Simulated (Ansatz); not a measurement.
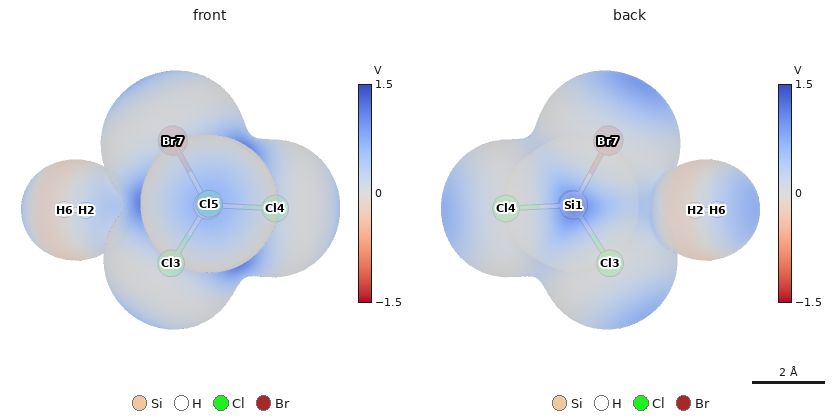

Figure 1: BrCl₃Si···H₂. The electrostatic potential painted on the density surface at 0.002 e/bohr³, seen from the front and from behind; the colour scale runs from red (negative) to blue (positive).

The product side of a reaction path; geometry: PBE0-D4/def2-TZVP.

Computed with RKS PBE0-D4/def2-TZVPP in Ansatz.

```xyz
7

Si   -1.2498   -0.0614    0.3609
H     2.7213    0.0631   -0.8181
Cl   -0.1834   -1.4907   -0.5962
Cl   -1.9042   -0.7899    2.1311
Cl   -2.8393    0.4598   -0.7768
H     3.4402    0.1294   -1.0075
Br    0.0152    1.6898    0.7067
```

**Describe the electrostatic potential map.**

The most negative region (about −0.2 V) lies over H2 and H6, the most positive (about +1.1 V, or +25 kcal/mol for a unit charge) over Si1. Cl3 shows a σ-hole: about +0.6 V, or +14 kcal/mol for a unit charge at the tip opposite its bond, against about +0.1 V on its flanks. Cl4 shows a σ-hole: about +0.6 V, or +14 kcal/mol for a unit charge at the tip opposite its bond, against about 0.0 V on its flanks. Cl5 shows a σ-hole: about +0.6 V, or +14 kcal/mol for a unit charge at the tip opposite its bond, against about 0.0 V on its flanks. Br7 shows a σ-hole: about +0.8 V, or +18 kcal/mol for a unit charge at the tip opposite its bond, against about 0.0 V on its flanks.
